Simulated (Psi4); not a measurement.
Interaction energy of H2 ··· H6B3N3 (SMILES [H][H] and B1NBNBN1). Monomers: optimised at B3LYP-D3(BJ) (def2-TZVP), held rigid. Orientation: lowest of the rigid-body minima from ten starts at GFN2-xTB. The monomers approach along the line of their centres of mass (distance R); nothing else relaxes.

Level of theory: SAPT0/jun-cc-pVDZ, frozen core in Psi4 1.11.

Components in kJ/mol:

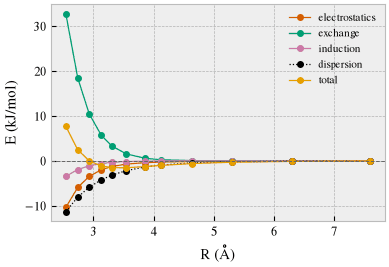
Figure. Components of the interaction energy.

| R / Å | electrostatics | exchange | induction | dispersion | total |
|---|---|---|---|---|---|
| 2.54 | -10.38 | 32.81 | -3.45 | -11.30 | 7.68 |
| 2.74 | -5.92 | 18.40 | -1.95 | -8.08 | 2.45 |
| 2.93 | -3.47 | 10.47 | -1.12 | -5.89 | -0.01 |
| 3.13 | -2.01 | 5.70 | -0.61 | -4.25 | -1.16 |
| 3.31 | -1.26 | 3.27 | -0.35 | -3.18 | -1.53 |
| 3.55 | -0.73 | 1.53 | -0.17 | -2.18 | -1.55 |
| 3.86 | -0.41 | 0.56 | -0.07 | -1.37 | -1.29 |
| 4.12 | -0.29 | 0.24 | -0.04 | -0.95 | -1.03 |
| 4.64 | -0.17 | 0.04 | -0.01 | -0.48 | -0.61 |
| 5.31 | -0.10 | 0.00 | 0.00 | -0.22 | -0.31 |
| 6.30 | -0.05 | 0.00 | 0.00 | -0.08 | -0.13 |
| 7.60 | -0.02 | 0.00 | 0.00 | -0.03 | -0.05 |
